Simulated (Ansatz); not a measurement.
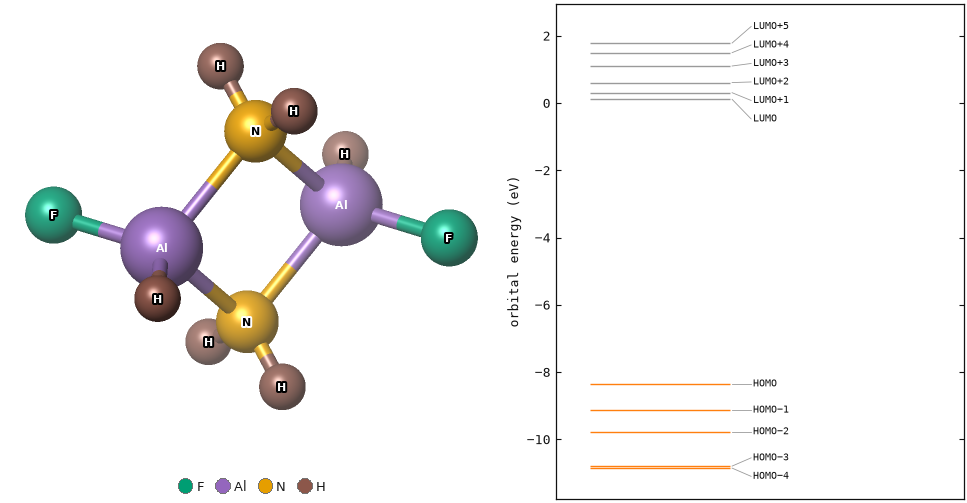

Al₂N₂H₆F₂, SMILES [F][Al@H-]1[NH2+][Al@H-]([F])[NH2+]1, singlet. Kohn-Sham orbital energies near the frontier, PBE0/def2-TZVPP with the Ansatz code, at a PBE0-D4/def2-TZVP geometry (a minimum by its frequencies), isolated molecule; empty levels in grey, levels within 0.03 eV side by side.

> Where do the frontier orbitals lie?

HOMO at −8.35 eV, LUMO at 0.11 eV, 8.46 eV apart.

> How far below the HOMO does the next level lie?

0.78 eV.

Known limits of this run: one conformer of a flexible molecule; empty levels above zero depend strongly on the basis.
